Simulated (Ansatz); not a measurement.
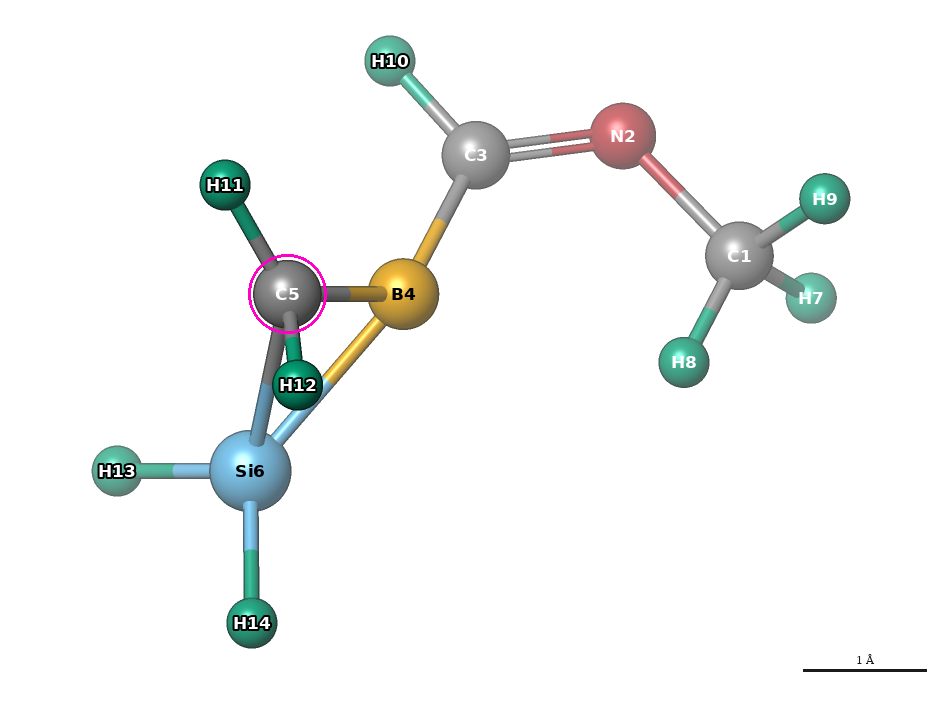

Orthographic view. Depth is shown by fading: the farther an atom, the more it takes the colour of the background. The computed structure is the end point of a PBE0-D4/def2-TZVP optimisation. No frequency run is at hand to confirm it as a minimum.

Q: Name the neighbours of the circled atom.

A: The circled atom is C5; it is bonded to B4, Si6, H11, H12.

Q: What is the shortest path along bonds from the circled atom to H10?

A: C5–B4–C3–H10, 3 bonds; through space the two are 3.16 Å apart.

Q: Which two atoms are farthest apart in space?

A: H9 and H13, 6.30 Å.

Q: Of B4 and C5, which is nearer the viewer?

A: C5; the bond to B4 points away from the viewer, so it looks shorter than its 1.50 Å.
